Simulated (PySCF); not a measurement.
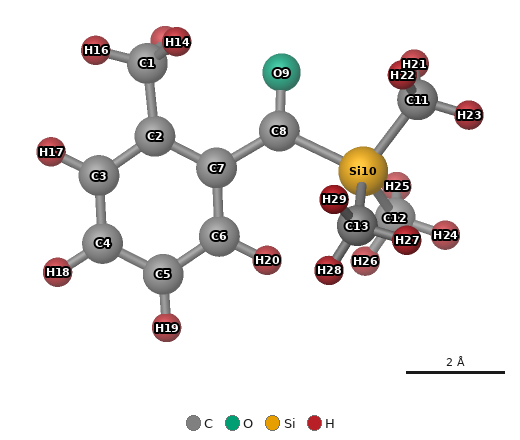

Fig. 1: The structure (ball-and-stick view, seen on its broad side; atoms are numbered from 1 in the order of the input).

# What a change does: NMR shielding calculation on C₁₁H₁₆OSi

System: C₁₁H₁₆OSi, SMILES Cc1ccccc1C(=O)[Si](C)(C)C.
Method of the first run: GIAO PBE0/pcSseg-1 NMR shielding, non-relativistic, gas phase (PySCF 2.14.0).

The geometry comes from this level: PBE0-D3(BJ)/def2-SVP. Text and figures count atoms from 1; the logs count them from 0 in places.

## The input, the first run
```
{"job": {"kind": "nmr", "xc": "PBE0", "basis": "pcSseg-1", "pop": false}, "charge": 0, "multiplicity": 1}
C      2.379801     2.092255     0.180774
C      2.172287     0.607907     0.149792
C      3.287419    -0.236438     0.184017
C      3.165006    -1.624212     0.176911
C      1.903611    -2.212175     0.125553
C      0.783464    -1.391968     0.069098
C      0.890779     0.005982     0.084402
C     -0.366226     0.806735     0.037734
O     -0.377405     1.992999     0.325949
Si    -2.095100     0.070088    -0.502215
C     -3.145003     1.589377    -0.815094
C     -2.827305    -0.939566     0.911228
C     -1.965245    -0.963861    -2.072710
H      1.819625     2.600417    -0.616610
H      2.004112     2.524341     1.119569
H      3.448322     2.329975     0.079949
H      4.282997     0.214121     0.221123
H      4.061942    -2.247622     0.210592
H      1.794274    -3.298757     0.124044
H     -0.208311    -1.847041     0.027965
H     -3.077161     2.273963     0.043056
H     -2.787409     2.135700    -1.701408
H     -4.200404     1.320225    -0.977401
H     -3.858369    -1.241468     0.665328
H     -2.863569    -0.339527     1.833950
H     -2.252186    -1.853018     1.125799
H     -2.973424    -1.209865    -2.444228
H     -1.422787    -1.908495    -1.921191
H     -1.445305    -0.402430    -2.864925
```

The first line tells a small driver script what to run in PySCF; the rest is the geometry in Å.

Hardware: 8 threads of Intel Xeon (Granite Rapids), 128 GiB of memory available, shared host.

## Output, shortened to warnings, some set-up lines, iterations and results (the first run)
```
coarse grid: 24576 points
[...]
cycle   1  E = -792.4892675918  dE =  1.649e+00  |g| = 9.102e-01  |ddm| = 5.166e+00
cycle   2  E = -792.0666252581  dE =  4.226e-01  |g| = 1.712e+00  |ddm| = 3.156e+00
cycle   3  E = -792.6518984787  dE = -5.853e-01  |g| = 3.130e-01  |ddm| = 2.599e+00
cycle   4  E = -792.6739778581  dE = -2.208e-02  |g| = 5.896e-02  |ddm| = 3.870e-01
cycle   5  E = -792.6746305328  dE = -6.527e-04  |g| = 2.531e-02  |ddm| = 8.080e-02
[... 5 lines ...]
cycle  11  E = -792.7622805725  dE = -1.084e-04  |g| = 4.453e-03  |ddm| = 2.676e-02
cycle  12  E = -792.7622846064  dE = -4.034e-06  |g| = 3.650e-04  |ddm| = 4.416e-03
cycle  13  E = -792.7622846255  dE = -1.909e-08  |g| = 2.438e-04  |ddm| = 7.426e-04
cycle  14  E = -792.7622846416  dE = -1.609e-08  |g| = 5.414e-05  |ddm| = 3.354e-04
cycle  15  E = -792.7622846423  dE = -6.869e-10  |g| = 2.044e-05  |ddm| = 7.169e-05
converged SCF energy = -792.7622846423

GIAO shielding tensors (ppm)
atom      isotropic    diamagn.    paramagn.     s11        s22        s33       span
  0 C      158.582     244.482     -85.900    146.133    152.205    177.407     31.274
  1 C       38.962     258.331    -219.370    -47.408    -10.260    174.552    221.960
  2 C       46.575     252.951    -206.376    -57.896     45.995    151.626    209.521
  3 C       47.059     256.435    -209.376    -63.752     31.814    173.114    236.866
  4 C       54.337     254.005    -199.668    -54.813     42.553    175.271    230.084
  5 C       43.703     259.251    -215.547    -56.348     15.922    171.536    227.883
  6 C       43.291     264.376    -221.085    -41.407     13.874    157.406    198.813
  7 C      -57.608     253.527    -311.135   -170.974    -84.669     82.819    253.793
  8 O     -494.278     404.935    -899.213  -1413.851   -439.820    370.838   1784.690
  9 Si     360.757     883.863    -523.106    334.025    345.130    403.116     69.091
 10 C      187.215     254.975     -67.760    184.529    186.400    190.718      6.189
 11 C      183.660     255.993     -72.333    176.635    185.637    188.709     12.073
 12 C      183.974     256.064     -72.091    177.197    185.426    189.298     12.102
 13 H       28.500      30.701      -2.201     23.423     29.058     33.020      9.598
 14 H       28.103      29.678      -1.575     22.854     27.431     34.025     11.171
 15 H       29.276      28.210       1.066     23.724     29.210     34.894     11.170
 16 H       23.916      31.497      -7.581     20.186     23.557     28.005      7.819
 17 H       23.804      28.885      -5.080     20.352     24.490     26.571      6.218
 18 H       23.791      31.586      -7.796     20.193     23.940     27.239      7.046
 19 H       23.351      38.613     -15.262     19.722     21.357     28.974      9.252
 20 H       30.370      31.699      -1.329     25.870     27.752     37.487     11.618
 21 H       31.174      31.374      -0.200     27.360     28.309     37.852     10.491
 22 H       31.430      28.279       3.152     26.876     29.151     38.264     11.388
 23 H       30.964      28.932       2.032     26.812     28.197     37.882     11.069
 24 H       30.778      32.136      -1.358     26.791     28.435     37.108     10.317
 25 H       30.793      33.764      -2.971     25.558     29.456     37.366     11.808
 26 H       30.979      28.994       1.985     26.418     28.473     38.045     11.627
 27 H       30.816      33.885      -3.069     25.666     29.465     37.316     11.650
 28 H       31.009      32.651      -1.642     27.664     28.370     36.994      9.330
```

The second run used a changed input.

## The two runs side by side

| quantity | the first run | the second run |
| --- | --- | --- |
| outcome | converged | converged |
| total energy (hartree) | −792.762285 | −792.688526 |
| HOMO (eV) | −6.48 | −4.97 |
| LUMO (eV) | −1.70 | −2.58 |
| dipole moment (D) | 2.34 | 2.19 |
| shielding of C1 (ppm) | 158.6 | 153.3 |
| shielding of C3 (ppm) | 46.6 | 43.6 |
| shielding of O9 (ppm) | −494.3 | −483.2 |
| shielding of Si10 (ppm) | 360.8 | 345.6 |
| shielding of C11 (ppm) | 187.2 | 183.0 |
| shielding of C12 (ppm) | 183.7 | 178.7 |
| shielding of C13 (ppm) | 184.0 | 179.1 |
| SCF iterations | 15 | 17 |
| basis functions | 308 | 308 |
| wall time (shared host) | 57 s | 37 s |

Which change of the input explains these differences?

The change (lines with − go, lines with + come):
```diff
-"xc": "PBE0"
+"xc": "PBE"
```

The total energies belong to different methods, so their difference says nothing on which is more stable or more accurate. The HOMO goes from −6.48 to −4.97 eV. The LUMO goes from −1.70 to −2.58 eV. The dipole moment goes from 2.34 to 2.19 D. Of all shieldings, the largest change is that of Si10, by −15.2 ppm. The functional changes from PBE0 to PBE. Exact exchange removes part of the self-interaction error of semilocal functionals, which pushes filled and empty levels apart. The SCF takes 17 iterations against 15. On the same kind of shared host the second run took about 0.65 times as long.

## Output, shortened to warnings, some set-up lines, iterations and results (the second run)
```
coarse grid: 24576 points
[...]
cycle   1  E = -792.2655971500  dE =  1.299e+00  |g| = 1.141e+00  |ddm| = 5.294e+00
cycle   2  E = -790.8591216446  dE =  1.406e+00  |g| = 2.659e+00  |ddm| = 4.708e+00
cycle   3  E = -792.3973602415  dE = -1.538e+00  |g| = 8.401e-01  |ddm| = 4.391e+00
cycle   4  E = -792.5668968151  dE = -1.695e-01  |g| = 9.441e-02  |ddm| = 9.983e-01
cycle   5  E = -792.5653803773  dE =  1.516e-03  |g| = 1.138e-01  |ddm| = 2.216e-01
[... 7 lines ...]
cycle  13  E = -792.6885252398  dE = -3.934e-05  |g| = 1.200e-03  |ddm| = 1.385e-02
cycle  14  E = -792.6885255245  dE = -2.847e-07  |g| = 6.415e-04  |ddm| = 2.173e-03
cycle  15  E = -792.6885256291  dE = -1.046e-07  |g| = 1.680e-04  |ddm| = 8.181e-04
cycle  16  E = -792.6885256369  dE = -7.763e-09  |g| = 4.741e-05  |ddm| = 2.353e-04
cycle  17  E = -792.6885256374  dE = -4.991e-10  |g| = 2.071e-05  |ddm| = 5.980e-05
converged SCF energy = -792.6885256374

GIAO shielding tensors (ppm)
atom      isotropic    diamagn.    paramagn.     s11        s22        s33       span
  0 C      153.313     245.892     -92.580    140.476    146.055    173.407     32.931
  1 C       37.525     257.364    -219.839    -43.722    -11.996    168.291    212.013
  2 C       43.630     251.485    -207.855    -56.990     43.642    144.238    201.228
  3 C       45.632     255.232    -209.600    -60.697     30.790    166.802    227.499
  4 C       51.521     253.180    -201.659    -54.665     40.288    168.940    223.605
  5 C       41.834     258.786    -216.951    -53.589     13.324    165.767    219.356
  6 C       41.760     263.928    -222.168    -39.517     13.834    150.963    190.480
  7 C      -59.243     254.257    -313.500   -168.207    -82.509     72.988    241.196
  8 O     -483.186     404.835    -888.021  -1389.428   -411.877    351.747   1741.175
  9 Si     345.603     885.138    -539.535    318.551    329.958    388.299     69.748
 10 C      182.952     253.925     -70.972    180.033    182.019    186.805      6.772
 11 C      178.694     254.881     -76.187    170.266    180.838    184.980     14.714
 12 C      179.121     254.892     -75.772    171.065    181.044    185.254     14.188
 13 H       28.442      31.339      -2.897     23.565     29.080     32.682      9.117
 14 H       28.030      30.176      -2.146     22.858     27.518     33.712     10.854
 15 H       29.243      27.805       1.438     24.054     29.263     34.413     10.359
 16 H       23.957      31.293      -7.336     20.612     23.314     27.943      7.331
 17 H       23.885      28.813      -4.928     20.642     24.367     26.647      6.005
 18 H       23.805      31.670      -7.865     20.480     23.657     27.277      6.797
 19 H       23.370      38.909     -15.539     20.008     21.232     28.870      8.863
 20 H       30.366      31.703      -1.337     26.049     27.857     37.190     11.141
 21 H       31.150      31.376      -0.226     27.524     28.385     37.541     10.017
 22 H       31.406      28.336       3.070     27.133     29.241     37.844     10.711
 23 H       30.857      28.877       1.981     26.845     28.286     37.441     10.596
 24 H       30.671      32.116      -1.445     26.927     28.478     36.608      9.681
 25 H       30.712      33.772      -3.060     25.722     29.467     36.949     11.226
 26 H       30.873      28.932       1.942     26.442     28.570     37.608     11.166
 27 H       30.750      33.861      -3.110     25.851     29.482     36.917     11.066
 28 H       30.899      32.600      -1.701     27.775     28.428     36.492      8.717
```
